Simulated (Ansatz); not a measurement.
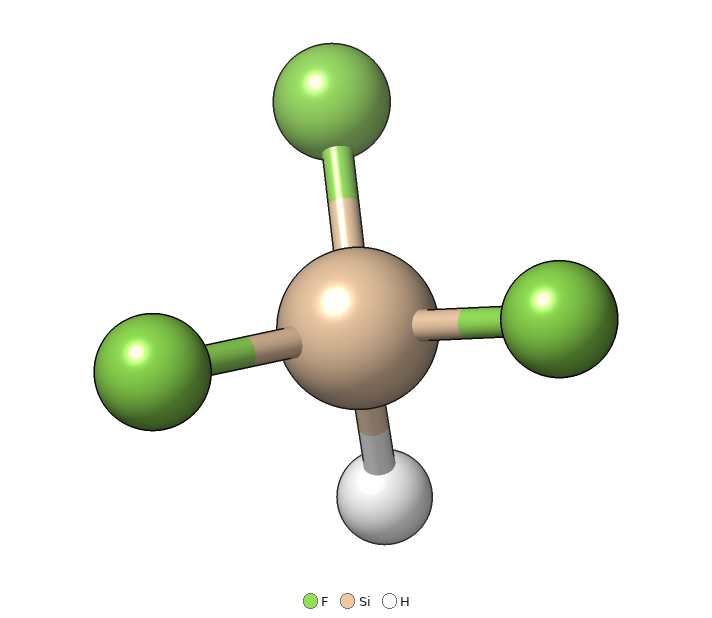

Rendered structure (ball-and-stick style). Every bond is drawn as one stick, whatever its order.

> Count the atoms of each element.

F3HSi, 5 atoms: 3 fluorine, 1 hydrogen and 1 silicon.

> Give the symmetry (Schoenflies symbol).

C3v.

The parts below concern this one geometry. Atoms keep their numbers from picture to picture. The computed structure is the end point of a PBE0-D4/def2-TZVP optimisation.

**Levels of theory compared**

Program: Ansatz 0.2.0.

Compare dipole (D), HOMO–LUMO gap (eV) at these levels: B3LYP-D4/def2-TZVPP; PBE-D4/def2-TZVPP; r2SCAN-D4/def2-TZVPP; ωB97M-V/def2-TZVPP.

```
               level  dipole (D)  HOMO–LUMO gap (eV)
 B3LYP-D4/def2-TZVPP        1.32               11.73
   PBE-D4/def2-TZVPP        1.21                9.69
r2SCAN-D4/def2-TZVPP        1.24               10.66
  ωB97M-V/def2-TZVPP        1.28               16.26
```

**Charges**

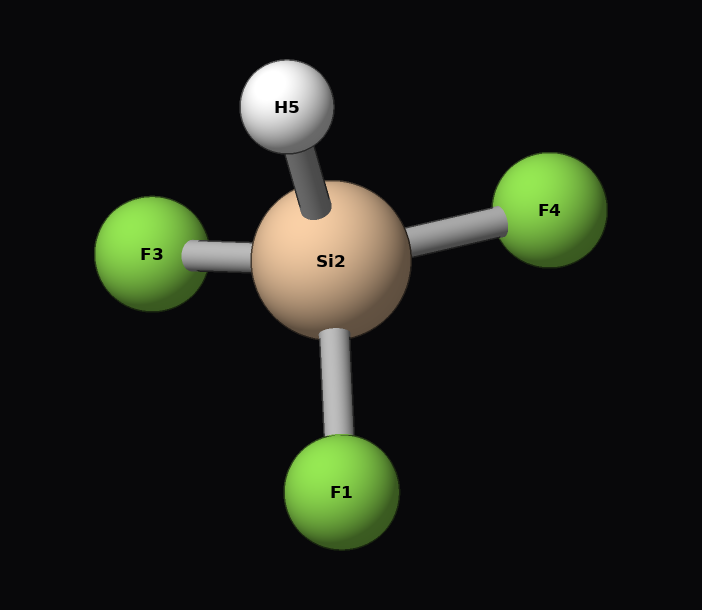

The questions are on Mulliken charges. Properties computed with RKS ωB97M-V/def2-TZVPP (Ansatz 0.2.0).

List the Mulliken charges.

```
atom  value (e)
  F1      −0.28
 Si2       0.88
  F3      −0.28
  F4      −0.28
  H5      −0.03
```

**Thermal motion**

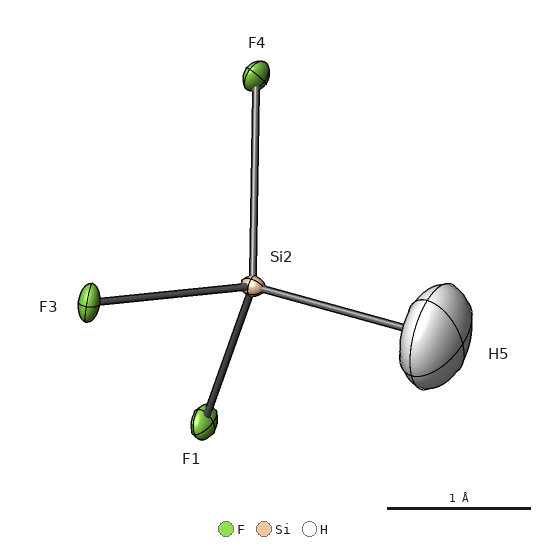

Displacement ellipsoids at the 50 % level, enlarged 1.5 times, from the internal vibrations of the free molecule (harmonic, no overall translation or rotation; no half-axis is drawn under 0.075 Å). Vibrations computed with RKS PBE0-D4/def2-TZVP (Ansatz 0.2.0). Temperature: 600 K.

> Which atom moves most?

H5, with U_eq = 0.0210 Å².

> Does H5 move more along its bond or across it?

Across it: the root-mean-square amplitude is 0.091 Å along the bond and up to 0.165 Å across, since bending and torsion are softer than stretching.

Give the displacement parameters, one line for each set of equivalent atoms.

```json
{"atom": "F1, F3, F4", "U_eq (Å²)": "0.0022", "rms amplitudes (Å)": "0.021, 0.050, 0.061"}
{"atom": "Si2", "U_eq (Å²)": "0.0012", "rms amplitudes (Å)": "0.032, 0.032, 0.039"}
{"atom": "H5", "U_eq (Å²)": "0.0210", "rms amplitudes (Å)": "0.091, 0.165, 0.165"}
```

Mulliken values depend strongly on the basis set and can even reverse the polarity of a bond.
